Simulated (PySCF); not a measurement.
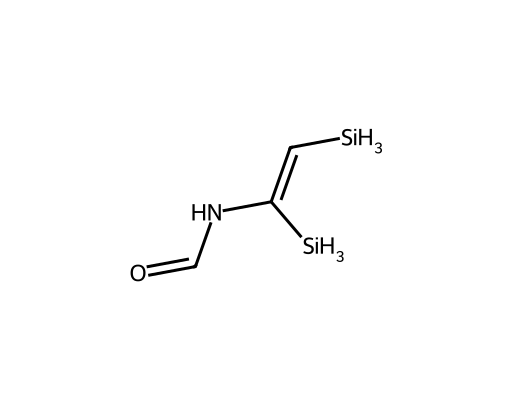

A structural formula.

**Transcribe the drawing into SMILES.**

O=CN/C([SiH3])=C/[SiH3]

**What is the molecular formula?**

C3H9NOSi2.

**An optimisation with GFN2-xTB gave a structure of which point group?**

Cs. Other conformers may differ.

The parts below concern this one geometry. Atoms keep their numbers from picture to picture. The computed structure is the end point of a GFN2-xTB optimisation. No frequency run is at hand to confirm it as a minimum.

## Dipole moment

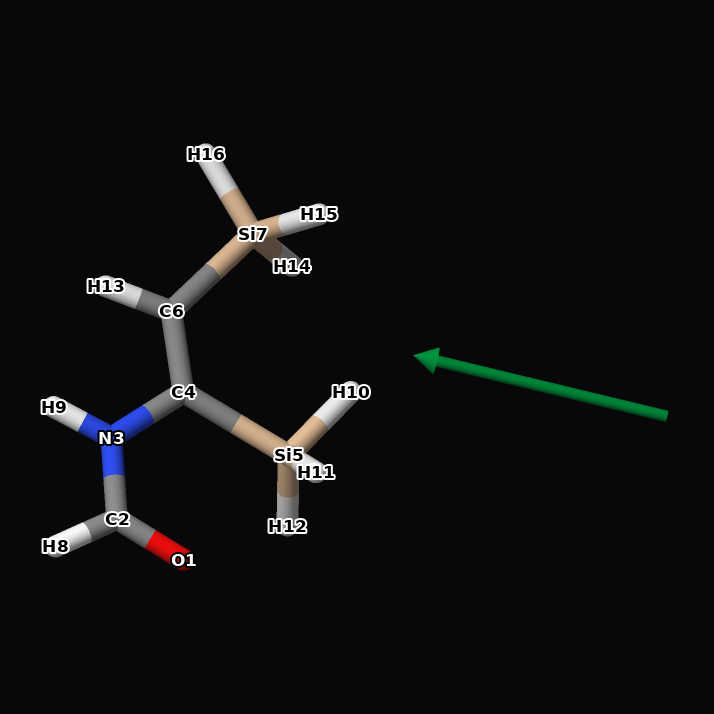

The arrow beside the molecule shows the direction of the dipole moment, from the negative to the positive end (its length means nothing). No frequency run is at hand to confirm it as a minimum. Method: PBE0/def2-SVPD, gas phase (PySCF 2.14.0).

**Estimate the dipole moment.**

3.79 D; it points from the side of H10 to the side of H9 (the outermost atoms at the two ends).

## Polarisability

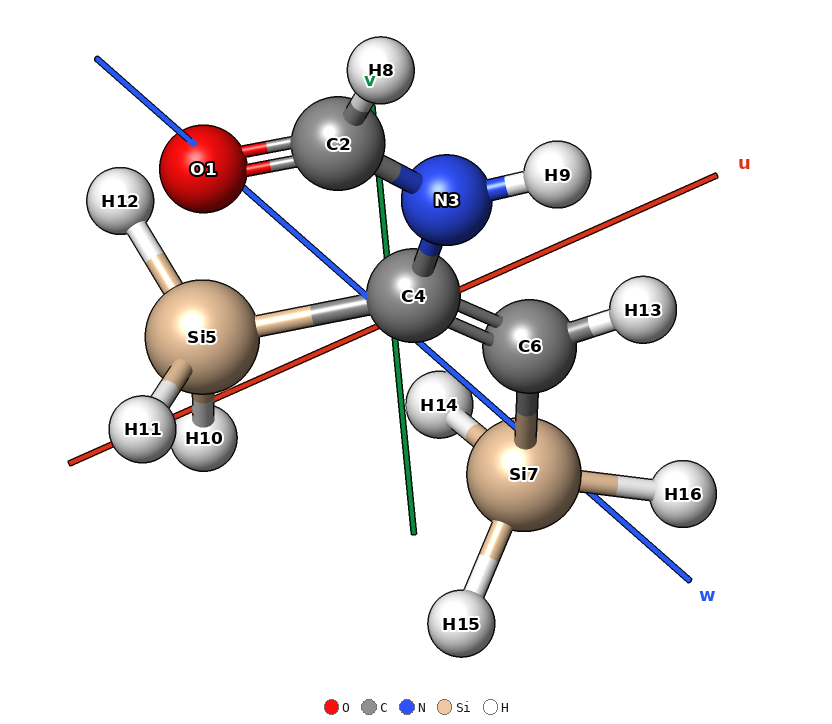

The lines u, v and w are the principal axes of the static dipole polarisability. No frequency run is at hand to confirm it as a minimum. Method: PBE0/def2-SVPD (PySCF 2.14.0).

**Along which axis is the molecule most polarisable, and along which least?**

Most along w (close to the long direction O1···Si7), least along v.

**Give the three principal values.**

u 101.9, v 74.3, w 142.1 bohr³; mean 106.1, anisotropy 59.1 bohr³.

## Excitation

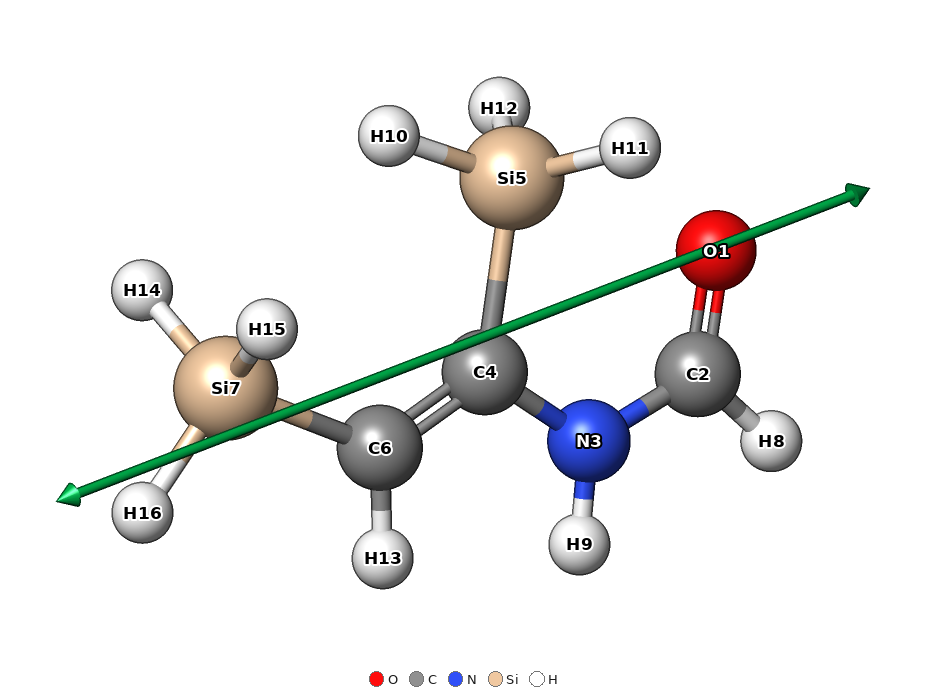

The double arrow shows the direction of the transition dipole to excited singlet state 2 (its length means nothing). No frequency run is at hand to confirm it as a minimum. Properties computed with TDDFT PBE0/def2-SVPD, vertical, gas phase, core orbitals frozen in the response (PySCF 2.14.0).

**How is the transition polarised?**

Close to the long direction O1···Si7.

**Where does the transition lie, and how strong is it?**

5.32 eV (233 nm), oscillator strength 0.44, mainly HOMO → LUMO (weight 0.96); transition dipole 4.67 D.

The geometry is semi-empirical. Around Si such bond lengths and angles can be off by a tenth of an ångström or more and by several degrees, and values that hang on the shape move with them.
